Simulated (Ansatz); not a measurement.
**C₂H₄AlNO: a ladder of functionals and wavefunction methods, part 1 of 2**

How much do the methods differ for C₂H₄AlNO? The plan is to run it at one geometry with functionals of several rungs and with coupled cluster. The yardstick is the atomisation energy at the CCSD(T) limit.

Computed with Ansatz 0.2.0, Gaussian basis. Level: functionals in def2-TZVPP, the program's frozen cores in correlated methods.

The runs, in order: LDA (SPW92), PBE-D4, revPBE-D4, BLYP-D4, r2SCAN-D4, B97M-V, PBE0-D4, B3LYP-D4, r2SCANh-D4, r2SCAN0-D4, HSE06-D4, BHLYP-D4, CAM-B3LYP-D4, LC-ωPBE, ωB97X-V, ωB97M-V, B2PLYP, PBE-QIDH; CCSD(T)/def2-SVP; CCSD(T)/def2-TZVPP; MP2/def2-QZVPP; extrapolation to the limit; RPA on PBE.

### Step 1. The geometry

All runs share one geometry, relaxed beforehand with PBE0-D4 in a triple-zeta def2 set.

SMILES `N=[C]1C[O][AlH]1`, 9 atoms, charge 0, spin multiplicity 1.

Atoms are counted from 1 here; the program's logs count them from 0.

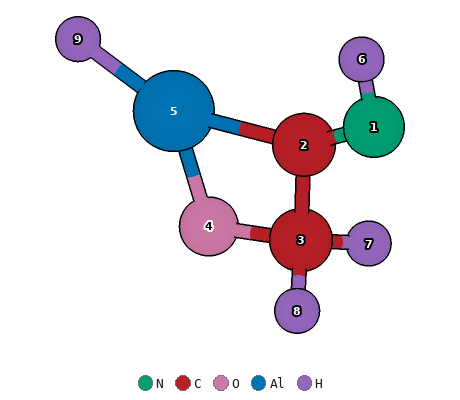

The geometry (nitrogen teal, carbon red, oxygen pink, aluminium blue, hydrogen purple); atoms are numbered from 1 in the order of the file.

### Step 2. LDA

This LDA is Slater exchange with PW92 correlation.

in.yaml

```yaml
crystal:
  periodic: [false, false, false]
  atoms:
    - {symbol: N, position_ang: [0.466228, 0.933925, -1.624982]}
    - {symbol: C, position_ang: [0.094069, 0.420160, -0.537853]}
    - {symbol: C, position_ang: [0.567501, -0.943087, -0.027336]}
    - {symbol: O, position_ang: [-0.116017, -1.092666, 1.223137]}
    - {symbol: Al, position_ang: [-0.946640, 0.414212, 1.158238]}
    - {symbol: H, position_ang: [0.034770, 1.844529, -1.778965]}
    - {symbol: H, position_ang: [0.291119, -1.744329, -0.721878]}
    - {symbol: H, position_ang: [1.653648, -0.957077, 0.117085]}
    - {symbol: H, position_ang: [-1.956278, 1.078134, 2.175557]}
basis:
  gaussian: {orbitals: def2-TZVPP}
hamiltonian: {xc: lda}
output: {orbitals: {seedname: orbitals}}
```

Started as:

```
> ansatz run in.yaml --threads 2 --pin off --events-out ev --progress --plain --max-ram 4352MiB
```

Output (excerpt; [...] marks lines left out):

```text
Functional definition: SPW92
  name "SPW92"
  cite "Dirac, Proc. Camb. Phil. Soc. 26, 376 (1930) doi:10.1017/S0305004100016108"
  cite "Slater, Phys. Rev. 81, 385 (1951) doi:10.1103/PhysRev.81.385"
  cite "Perdew & Wang, Phys. Rev. B 45, 13244 (1992) doi:10.1103/PhysRevB.45.13244"
[...]
1171 factors; their error is unknown
[...]
mean field -12200.22147650 eV, -448.3498696544 hartree, gradient 4.9e-5 eV, S^2 0.000000; 0 other end points of the search recorded, 0 dependent functions left out
reference -12200.22151709 eV, -448.3498711458 hartree; 22, 22 occupied and 200, 200 virtual orbitals, 1171 factors
Total energy: -12200.22151709 eV, -448.3498711458 hartree
```

Run time: 1.6 s. Hardware: 2 threads of Arm Neoverse V2, shared host.

With the free atoms at this level, -12158.178 eV in sum, the atomisation energy is 4056.6 kJ/mol. HOMO -5.55 eV, LUMO -2.89 eV.

### Step 3. PBE-D4 (GGA)

Edit in.yaml of step 2 so:

```diff
@@ -14,3 +14,3 @@
   gaussian: {orbitals: def2-TZVPP}
-hamiltonian: {xc: lda}
-output: {orbitals: {seedname: orbitals}}
+hamiltonian: {xc: pbe, dispersion: d4}
+output: {forces: true, orbitals: {seedname: orbitals}}
```

Same command.

Output (excerpt; [...] marks lines left out):

```text
Functional definition: PBE
  name "PBE"
  cite "Perdew, Burke & Ernzerhof, Phys. Rev. Lett. 77, 3865 (1996) doi:10.1103/PhysRevLett.77.3865"
  parent pbe
[...]
1171 factors; their error is unknown
[...]
mean field -12264.74060383 eV, -450.7209038510 hartree, gradient 2.0e-5 eV, S^2 0.000000; 0 other end points of the search recorded, 0 dependent functions left out
[...]
Atom 5 at     0.034770     1.844529    -1.778965 Å, force    -0.135034     0.330576    -0.090866 eV/Å
Atom 6 at     0.291119    -1.744329    -0.721878 Å, force    -0.046031    -0.181115    -0.164518 eV/Å
Atom 7 at     1.653648    -0.957077     0.117085 Å, force     0.248094    -0.010884     0.016484 eV/Å
Atom 8 at    -1.956278     1.078134     2.175557 Å, force    -0.103394     0.041994     0.128370 eV/Å
Dipole moment:    -0.251590     0.319500     0.108815 e Å
```

Wall time 3.5 s (2 threads of Arm Neoverse V2, shared host); peak memory 0.25 GiB.

Atomisation energy: 3591.0 kJ/mol (free atoms -12227.704 eV, run apart). HOMO -5.42 eV, LUMO -2.65 eV.

### Step 4. revPBE-D4 (GGA)

Edit in.yaml of step 3 so:

```diff
@@ -14,3 +14,3 @@
   gaussian: {orbitals: def2-TZVPP}
-hamiltonian: {xc: pbe, dispersion: d4}
-output: {forces: true, orbitals: {seedname: orbitals}}
+hamiltonian: {xc: {name: revPBE}, dispersion: d4}
+output: {orbitals: {seedname: orbitals}}
```

The command is unchanged.

Output (excerpt; [...] marks lines left out):

```text
Functional definition: revPBE
  name "revPBE"
  cite "Zhang & Yang, Phys. Rev. Lett. 80, 890 (1998) doi:10.1103/PhysRevLett.80.890"
  cite "Perdew, Burke & Ernzerhof, Phys. Rev. Lett. 77, 3865 (1996) doi:10.1103/PhysRevLett.77.3865"
[...]
1171 factors; their error is unknown
[...]
mean field -12271.97369096 eV, -450.9867149004 hartree, gradient 4.8e-5 eV, S^2 0.000000; 0 other end points of the search recorded, 0 dependent functions left out
reference -12271.97374603 eV, -450.9867169240 hartree; 22, 22 occupied and 200, 200 virtual orbitals, 1171 factors
Total energy: -12272.55123522 eV, -451.0079392602 hartree
```

Wall time 2.9 s (2 threads of Arm Neoverse V2, shared host); peak memory 0.25 GiB.

With the free atoms at this level, -12236.437 eV in sum, the atomisation energy is 3484.5 kJ/mol. HOMO -5.36 eV, LUMO -2.55 eV.

### Step 5. BLYP-D4 (GGA)

Edit in.yaml of step 4 so:

```diff
@@ -14,3 +14,3 @@
   gaussian: {orbitals: def2-TZVPP}
-hamiltonian: {xc: {name: revPBE}, dispersion: d4}
+hamiltonian: {xc: {name: BLYP}, dispersion: d4}
 output: {orbitals: {seedname: orbitals}}
```

Launched as before.

Output (excerpt; [...] marks lines left out):

```text
Functional definition: BLYP
  name "BLYP"
  cite "Becke, Phys. Rev. A 38, 3098 (1988) doi:10.1103/PhysRevA.38.3098"
  cite "Lee, Yang & Parr, Phys. Rev. B 37, 785 (1988) doi:10.1103/PhysRevB.37.785"
[...]
1171 factors; their error is unknown
[...]
mean field -12273.69651434 eV, -451.0500274917 hartree, gradient 3.2e-5 eV, S^2 0.000000; 0 other end points of the search recorded, 0 dependent functions left out
reference -12273.69687847 eV, -451.0500408733 hartree; 22, 22 occupied and 200, 200 virtual orbitals, 1171 factors
Total energy: -12274.10280290 eV, -451.0649583207 hartree
```

It took 2.9 s on 2 threads of Arm Neoverse V2, shared host; peak memory 0.25 GiB.

With the free atoms at this level, -12237.847 eV in sum, the atomisation energy is 3498.2 kJ/mol. HOMO -5.33 eV, LUMO -2.52 eV.

### Step 6. r2SCAN-D4 (meta-GGA)

Edit in.yaml of step 5 so:

```diff
@@ -14,3 +14,3 @@
   gaussian: {orbitals: def2-TZVPP}
-hamiltonian: {xc: {name: BLYP}, dispersion: d4}
-output: {orbitals: {seedname: orbitals}}
+hamiltonian: {xc: r2scan, dispersion: d4}
+output: {forces: true, orbitals: {seedname: orbitals}}
```

Launched as before.

Output (excerpt; [...] marks lines left out):

```text
Functional definition: r2SCAN
  name "r2SCAN"
  cite "Furness, Kaplan, Ning, Perdew & Sun, J. Phys. Chem. Lett. 11, 8208 (2020) doi:10.1021/acs.jpclett.0c02405"
  cite "Furness, Kaplan, Ning, Perdew & Sun, J. Phys. Chem. Lett. 11, 9248 (2020) doi:10.1021/acs.jpclett.0c03077"
  parent r2scan
[...]
1171 factors; their error is unknown
[...]
Atom 5 at     0.034770     1.844529    -1.778965 Å, force    -0.017406     0.034624    -0.004086 eV/Å
Atom 6 at     0.291119    -1.744329    -0.721878 Å, force     0.000331    -0.015020    -0.004579 eV/Å
Atom 7 at     1.653648    -0.957077     0.117085 Å, force     0.013296    -0.007230     0.003296 eV/Å
Atom 8 at    -1.956278     1.078134     2.175557 Å, force     0.000236    -0.020223     0.018380 eV/Å
Dipole moment:    -0.269515     0.330825     0.127301 e Å
```

Run time: 7 s. Hardware: 2 threads of Arm Neoverse V2, shared host; peak memory 0.28 GiB.

With the free atoms at this level, -12235.213 eV in sum, the atomisation energy is 3480.2 kJ/mol. HOMO -5.62 eV, LUMO -2.47 eV.

### Step 7. B97M-V (meta-GGA)

Edit in.yaml of step 6 so:

```diff
@@ -14,3 +14,3 @@
   gaussian: {orbitals: def2-TZVPP}
-hamiltonian: {xc: r2scan, dispersion: d4}
-output: {forces: true, orbitals: {seedname: orbitals}}
+hamiltonian: {xc: {name: B97M-V}}
+output: {orbitals: {seedname: orbitals}}
```

Same command.

Output (excerpt; [...] marks lines left out):

```text
Functional definition: B97M-V
  name "B97M-V"
  cite "Mardirossian & Head-Gordon, J. Chem. Phys. 142, 074111 (2015) doi:10.1063/1.4907719"
  cite "Becke, J. Chem. Phys. 107, 8554 (1997) doi:10.1063/1.475007"
  cite "Vydrov & Van Voorhis, J. Chem. Phys. 133, 244103 (2010) doi:10.1063/1.3521275"
  # Of w^i u^j: cxij and so on, Table III.
[...]
  gx(w, u) = cx00 + cx01*u + cx02*u^2 + (cx10 + cx11*u)*w
[...]
  gos(w, u) = cos00 + cos01*u + cos03*u^3 + cos10*w + cos32*w^3*u^2
[...]
      + integral(e_c_pw_mod_opposite_spin*gos(b97_w_opposite, b97_u_opposite)) + vv10(b, c)
1171 factors; their error is unknown
[...]
mean field -12272.75241941 eV, -451.0153326429 hartree, gradient 3.5e-5 eV, S^2 0.000000; 0 other end points of the search recorded, 0 dependent functions left out
reference -12272.75248226 eV, -451.0153349528 hartree; 22, 22 occupied and 200, 200 virtual orbitals, 1171 factors
Total energy: -12272.75248226 eV, -451.0153349528 hartree
```

It took 14 s on 2 threads of Arm Neoverse V2, shared host; peak memory 0.32 GiB.

Atomisation energy: 3488.7 kJ/mol (free atoms -12236.595 eV, run apart). HOMO -5.75 eV, LUMO -2.49 eV.

### Step 8. PBE0-D4 (hybrid)

Edit in.yaml of step 7 so:

```diff
@@ -14,3 +14,3 @@
   gaussian: {orbitals: def2-TZVPP}
-hamiltonian: {xc: {name: B97M-V}}
+hamiltonian: {xc: pbe0, dispersion: d4}
 output: {orbitals: {seedname: orbitals}}
```

Same command.

Output (excerpt; [...] marks lines left out):

```text
Functional definition: PBE0
  name "PBE0"
  cite "Adamo & Barone, J. Chem. Phys. 110, 6158 (1999) doi:10.1063/1.478522"
  cite "Perdew, Burke & Ernzerhof, Phys. Rev. Lett. 77, 3865 (1996) doi:10.1103/PhysRevLett.77.3865"
  parent pbe
[...]
1202 factors; their error is unknown
[...]
mean field -12265.43967374 eV, -450.7465941964 hartree, gradient 2.2e-5 eV, S^2 0.000000; 0 other end points of the search recorded, 0 dependent functions left out
reference -12265.43970582 eV, -450.7465953751 hartree; 22, 22 occupied and 200, 200 virtual orbitals, 1202 factors
Total energy: -12265.59200515 eV, -450.7521922723 hartree
```

It took 3.8 s on 2 threads of Arm Neoverse V2, shared host; peak memory 0.45 GiB.

Atomisation energy: 3481.1 kJ/mol (free atoms -12229.512 eV, run apart). HOMO -6.65 eV, LUMO -1.80 eV.

### Step 9. B3LYP-D4 (hybrid)

B3LYP here takes the VWN-RPA correlation.

Edit in.yaml of step 8 so:

```diff
@@ -14,3 +14,3 @@
   gaussian: {orbitals: def2-TZVPP}
-hamiltonian: {xc: pbe0, dispersion: d4}
-output: {orbitals: {seedname: orbitals}}
+hamiltonian: {xc: {name: B3LYP}, dispersion: d4}
+output: {forces: true, orbitals: {seedname: orbitals}}
```

Launched as before.

Output (excerpt; [...] marks lines left out):

```text
Functional definition: B3LYP
  name "B3LYP"
  cite "Stephens, Devlin, Chabalowski & Frisch, J. Phys. Chem. 98, 11623 (1994) doi:10.1021/j100096a001"
  cite "Becke, Phys. Rev. A 38, 3098 (1988) doi:10.1103/PhysRevA.38.3098"
  cite "Lee, Yang & Parr, Phys. Rev. B 37, 785 (1988) doi:10.1103/PhysRevB.37.785"
  cite "Vosko, Wilk & Nusair, Can. J. Phys. 58, 1200 (1980) doi:10.1139/p80-159"
[...]
1195 factors; their error is unknown
[...]
Atom 5 at     0.034770     1.844529    -1.778965 Å, force     0.021430     0.002160    -0.036697 eV/Å
Atom 6 at     0.291119    -1.744329    -0.721878 Å, force     0.025511     0.036403     0.044350 eV/Å
Atom 7 at     1.653648    -0.957077     0.117085 Å, force    -0.060781    -0.013153    -0.008898 eV/Å
Atom 8 at    -1.956278     1.078134     2.175557 Å, force     0.062845    -0.041468    -0.063416 eV/Å
Dipole moment:    -0.290413     0.352326     0.141072 e Å
```

Run time: 6 s. Hardware: 2 threads of Arm Neoverse V2, shared host; peak memory 0.54 GiB.

With the free atoms at this level, -12240.101 eV in sum, the atomisation energy is 3469.9 kJ/mol. HOMO -6.47 eV, LUMO -2.01 eV.

### Step 10. r2SCANh-D4 (hybrid)

Edit in.yaml of step 9 so:

```diff
@@ -14,3 +14,3 @@
   gaussian: {orbitals: def2-TZVPP}
-hamiltonian: {xc: {name: B3LYP}, dispersion: d4}
-output: {forces: true, orbitals: {seedname: orbitals}}
+hamiltonian: {xc: {name: r2SCANh}, dispersion: d4}
+output: {orbitals: {seedname: orbitals}}
```

Same command.

Output (excerpt; [...] marks lines left out):

```text
Functional definition: r2SCANh
  name "r2SCANh"
  cite "Bursch, Neugebauer, Ehlert & Grimme, J. Chem. Phys. 156, 134105 (2022) doi:10.1063/5.0086040"
  cite "Furness, Kaplan, Ning, Perdew & Sun, J. Phys. Chem. Lett. 11, 8208 (2020) doi:10.1021/acs.jpclett.0c02405"
  cite "Furness, Kaplan, Ning, Perdew & Sun, J. Phys. Chem. Lett. 11, 9248 (2020) doi:10.1021/acs.jpclett.0c03077"
  parent r2scan
[...]
1171 factors; their error is unknown
[...]
mean field -12270.82650172 eV, -450.9445564734 hartree, gradient 4.0e-5 eV, S^2 0.000000; 0 other end points of the search recorded, 0 dependent functions left out
reference -12270.82651384 eV, -450.9445569186 hartree; 22, 22 occupied and 200, 200 virtual orbitals, 1171 factors
Total energy: -12270.87225895 eV, -450.9462380205 hartree
```

Wall time 7.5 s (2 threads of Arm Neoverse V2, shared host); peak memory 0.47 GiB.

With the free atoms at this level, -12235.184 eV in sum, the atomisation energy is 3443.4 kJ/mol. HOMO -6.08 eV, LUMO -2.15 eV.

### Step 11. r2SCAN0-D4 (hybrid)

Edit in.yaml of step 10 so:

```diff
@@ -14,3 +14,3 @@
   gaussian: {orbitals: def2-TZVPP}
-hamiltonian: {xc: {name: r2SCANh}, dispersion: d4}
+hamiltonian: {xc: {name: r2SCAN0}, dispersion: d4}
 output: {orbitals: {seedname: orbitals}}
```

Same command.

Output (excerpt; [...] marks lines left out):

```text
Functional definition: r2SCAN0
  name "r2SCAN0"
  cite "Bursch, Neugebauer, Ehlert & Grimme, J. Chem. Phys. 156, 134105 (2022) doi:10.1063/5.0086040"
  cite "Furness, Kaplan, Ning, Perdew & Sun, J. Phys. Chem. Lett. 11, 8208 (2020) doi:10.1021/acs.jpclett.0c02405"
  cite "Furness, Kaplan, Ning, Perdew & Sun, J. Phys. Chem. Lett. 11, 9248 (2020) doi:10.1021/acs.jpclett.0c03077"
  parent r2scan
[...]
1202 factors; their error is unknown
[...]
mean field -12270.24124352 eV, -450.9230486310 hartree, gradient 1.7e-5 eV, S^2 0.000000; 0 other end points of the search recorded, 0 dependent functions left out
reference -12270.24125402 eV, -450.9230490170 hartree; 22, 22 occupied and 200, 200 virtual orbitals, 1202 factors
Total energy: -12270.29192045 eV, -450.9249109740 hartree
```

Wall time 7.5 s (2 threads of Arm Neoverse V2, shared host); peak memory 0.47 GiB.

With the free atoms at this level, -12235.152 eV in sum, the atomisation energy is 3390.5 kJ/mol. HOMO -6.79 eV, LUMO -1.69 eV.

### Step 12. HSE06-D4 (hybrid)

HSE06 is the plane-wave form, built on full-range PBE exchange.

Edit in.yaml of step 11 so:

```diff
@@ -14,3 +14,3 @@
   gaussian: {orbitals: def2-TZVPP}
-hamiltonian: {xc: {name: r2SCAN0}, dispersion: d4}
+hamiltonian: {xc: hse06, dispersion: d4}
 output: {orbitals: {seedname: orbitals}}
```

The command is unchanged.

Output (excerpt; [...] marks lines left out):

```text
Functional definition: HSE06
  name "HSE06"
  cite "Heyd, Scuseria & Ernzerhof, J. Chem. Phys. 118, 8207 (2003) doi:10.1063/1.1564060"
  cite "Krukau, Vydrov, Izmaylov & Scuseria, J. Chem. Phys. 125, 224106 (2006) doi:10.1063/1.2404663"
  cite "Heyd & Scuseria, J. Chem. Phys. 120, 7274 (2004) doi:10.1063/1.1668634"
  cite "Ernzerhof & Perdew, J. Chem. Phys. 109, 3313 (1998) doi:10.1063/1.476928"
[...]
1202 factors; their error is unknown
105 factors; integrals over basis functions are off by at most 6.0e-7 eV
[...]
mean field -12264.99563911 eV, -450.7302762247 hartree, gradient 2.2e-5 eV, S^2 0.000000; 0 other end points of the search recorded, 0 dependent functions left out
reference -12264.99568186 eV, -450.7302777956 hartree; 22, 22 occupied and 200, 200 virtual orbitals, 1202 factors
Total energy: -12265.13730013 eV, -450.7354821710 hartree
```

It took 4 s on 2 threads of Arm Neoverse V2, shared host; peak memory 0.48 GiB.

Atomisation energy: 3484.8 kJ/mol (free atoms -12229.020 eV, run apart). HOMO -6.25 eV, LUMO -2.17 eV.

### Step 13. BHLYP-D4 (hybrid)

Edit in.yaml of step 12 so:

```diff
@@ -14,3 +14,3 @@
   gaussian: {orbitals: def2-TZVPP}
-hamiltonian: {xc: hse06, dispersion: d4}
+hamiltonian: {xc: {name: BHLYP}, dispersion: d4}
 output: {orbitals: {seedname: orbitals}}
```

The command is unchanged.

Output (excerpt; [...] marks lines left out):

```text
Functional definition: BHLYP
  name "BHLYP"
  cite "Becke, J. Chem. Phys. 98, 1372 (1993) doi:10.1063/1.464304"
  cite "Becke, Phys. Rev. A 38, 3098 (1988) doi:10.1103/PhysRevA.38.3098"
  cite "Lee, Yang & Parr, Phys. Rev. B 37, 785 (1988) doi:10.1103/PhysRevB.37.785"
[...]
1329 factors; their error is unknown
[...]
mean field -12271.84247860 eV, -450.9818929351 hartree, gradient 4.4e-5 eV, S^2 0.000000; 0 other end points of the search recorded, 0 dependent functions left out
reference -12271.84265633 eV, -450.9818994664 hartree; 22, 22 occupied and 200, 200 virtual orbitals, 1329 factors
Total energy: -12272.06608209 eV, -450.9901102116 hartree
```

Run time: 4.1 s. Hardware: 2 threads of Arm Neoverse V2, shared host; peak memory 0.47 GiB.

Atomisation energy: 3316.8 kJ/mol (free atoms -12237.690 eV, run apart). HOMO -7.85 eV, LUMO -0.95 eV.

### Step 14. CAM-B3LYP-D4 (range-separated)

Edit in.yaml of step 13 so:

```diff
@@ -14,3 +14,3 @@
   gaussian: {orbitals: def2-TZVPP}
-hamiltonian: {xc: {name: BHLYP}, dispersion: d4}
+hamiltonian: {xc: {name: CAM-B3LYP}, dispersion: d4}
 output: {orbitals: {seedname: orbitals}}
```

Same command.

Output (excerpt; [...] marks lines left out):

```text
Functional definition: CAM-B3LYP
  name "CAM-B3LYP"
  cite "Yanai, Tew & Handy, Chem. Phys. Lett. 393, 51 (2004) doi:10.1016/j.cplett.2004.06.011"
  cite "Iikura, Tsuneda, Yanai & Hirao, J. Chem. Phys. 115, 3540 (2001) doi:10.1063/1.1383587"
  cite "Becke, Phys. Rev. A 38, 3098 (1988) doi:10.1103/PhysRevA.38.3098"
  cite "Lee, Yang & Parr, Phys. Rev. B 37, 785 (1988) doi:10.1103/PhysRevB.37.785"
[...]
  # Exact exchange under (alpha + beta erf(omega r))/r, Becke's under what is left of 1/r.
[...]
1190 factors; their error is unknown
303 factors; integrals over basis functions are off by at most 1.5e-5 eV
[...]
mean field -12272.74179651 eV, -451.0149422585 hartree, gradient 3.7e-5 eV, S^2 0.000000; 0 other end points of the search recorded, 0 dependent functions left out
reference -12272.74192637 eV, -451.0149470309 hartree; 22, 22 occupied and 200, 200 virtual orbitals, 1190 factors
Total energy: -12272.89585265 eV, -451.0206037173 hartree
```

It took 4.4 s on 2 threads of Arm Neoverse V2, shared host; peak memory 0.51 GiB.

Atomisation energy: 3485.2 kJ/mol (free atoms -12236.775 eV, run apart). HOMO -8.01 eV, LUMO -0.79 eV.

### Step 15. LC-ωPBE (range-separated)

Edit in.yaml of step 14 so:

```diff
@@ -14,3 +14,3 @@
   gaussian: {orbitals: def2-TZVPP}
-hamiltonian: {xc: {name: CAM-B3LYP}, dispersion: d4}
+hamiltonian: {xc: {name: LC-wPBE}}
 output: {orbitals: {seedname: orbitals}}
```

Same command.

Output (excerpt; [...] marks lines left out):

```text
Functional definition: LC-wPBE
  name "LC-wPBE"
  cite "Vydrov & Scuseria, J. Chem. Phys. 125, 234109 (2006) doi:10.1063/1.2409292"
  cite "Heyd & Scuseria, J. Chem. Phys. 120, 7274 (2004) doi:10.1063/1.1668634"
  cite "Ernzerhof & Perdew, J. Chem. Phys. 109, 3313 (1998) doi:10.1063/1.476928"
  cite "Perdew, Burke & Ernzerhof, Phys. Rev. Lett. 77, 3865 (1996) doi:10.1103/PhysRevLett.77.3865"
  parent pbe
[...]
1171 factors; their error is unknown
378 factors; integrals over basis functions are off by at most 2.8e-5 eV
[...]
mean field -12268.98229252 eV, -450.8767830351 hartree, gradient 4.1e-5 eV, S^2 0.000000; 0 other end points of the search recorded, 0 dependent functions left out
reference -12268.98229252 eV, -450.8767830354 hartree; 22, 22 occupied and 200, 200 virtual orbitals, 1171 factors
Total energy: -12268.98229252 eV, -450.8767830354 hartree
```

Wall time 3.6 s (2 threads of Arm Neoverse V2, shared host); peak memory 0.35 GiB.

With the free atoms at this level, -12232.984 eV in sum, the atomisation energy is 3473.3 kJ/mol. HOMO -9.27 eV, LUMO 0.32 eV.

### Step 16. ωB97X-V (range-separated)

Edit in.yaml of step 15 so:

```diff
@@ -14,3 +14,3 @@
   gaussian: {orbitals: def2-TZVPP}
-hamiltonian: {xc: {name: LC-wPBE}}
+hamiltonian: {xc: {name: wB97X-V}}
 output: {orbitals: {seedname: orbitals}}
```

The command is unchanged.

Output (excerpt; [...] marks lines left out):

```text
Functional definition: wB97X-V
  name "wB97X-V"
  cite "Mardirossian & Head-Gordon, Phys. Chem. Chem. Phys. 16, 9904 (2014) doi:10.1039/C3CP54374A"
  cite "Becke, J. Chem. Phys. 107, 8554 (1997) doi:10.1063/1.475007"
  cite "Vydrov & Van Voorhis, J. Chem. Phys. 133, 244103 (2010) doi:10.1063/1.3521275"
[...]
      + integral(e_c_pw_opposite_spin*poly(b97_u_opposite, cos0, cos1)) + vv10(b, c)
1190 factors; their error is unknown
282 factors; integrals over basis functions are off by at most 1.1e-5 eV
[...]
mean field -12272.16451347 eV, -450.9937274981 hartree, gradient 5.2e-5 eV, S^2 0.000000; 0 other end points of the search recorded, 0 dependent functions left out
reference -12272.16451136 eV, -450.9937274205 hartree; 22, 22 occupied and 200, 200 virtual orbitals, 1190 factors
Total energy: -12272.16451136 eV, -450.9937274205 hartree
```

Run time: 11 s. Hardware: 2 threads of Arm Neoverse V2, shared host; peak memory 0.56 GiB.

With the free atoms at this level, -12236.059 eV in sum, the atomisation energy is 3483.6 kJ/mol. HOMO -8.95 eV, LUMO 0.22 eV.

(Continued in part 2 of 2.)
